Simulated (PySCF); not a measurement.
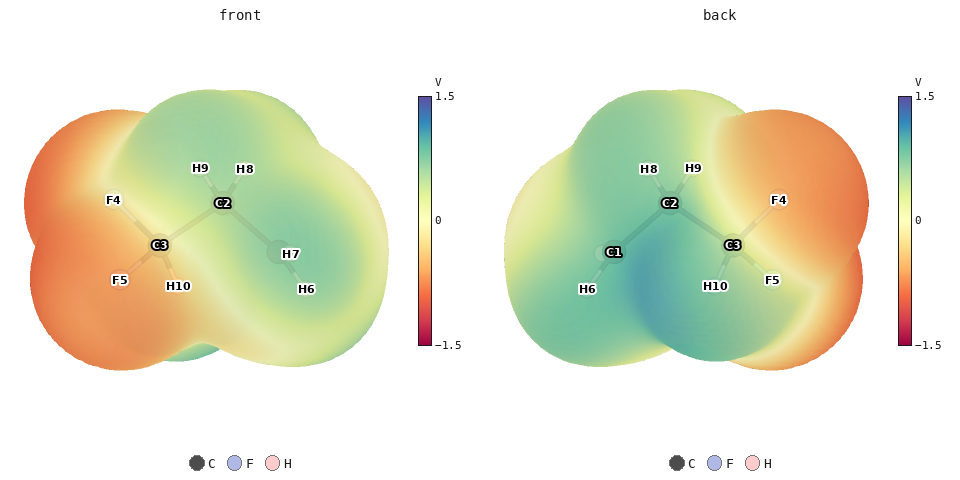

*C3H5F2 (SMILES [CH2]CC(F)F) (doublet). The molecular electrostatic potential painted on the density surface at 0.001 e/bohr³, seen from the front and from behind; the colour scale runs from red (negative) to blue (positive).*

Geometry: GFN2-xTB.

Level of theory: UKS B3LYP, pcH-1 on C F H, non-relativistic, mean-field spin-orbit, GIAO in PySCF.

| atom | x (Å) | y (Å) | z (Å) |
| --- | --- | --- | --- |
| C | 1.3663 | -0.4277 | -0.0116 |
| C | 0.2768 | 0.5599 | 0.0276 |
| C | -1.1024 | -0.1086 | -0.0685 |
| F | -2.0763 | 0.8254 | -0.2014 |
| F | -1.3872 | -0.7885 | 1.0657 |
| H | 1.4679 | -1.0774 | -0.8591 |
| H | 2.0230 | -0.5605 | 0.8227 |
| H | 0.3266 | 1.2436 | -0.8308 |
| H | 0.3023 | 1.1479 | 0.9459 |
| H | -1.1882 | -0.8094 | -0.9128 |

### Which sites attract a positive test charge, and which a negative one?

A positive charge is drawn to the negative regions and a negative charge to the positive ones. The most negative region (about −0.9 V) lies over F4 and F5, the most positive (about +1.0 V) over C2, C3 and H10.
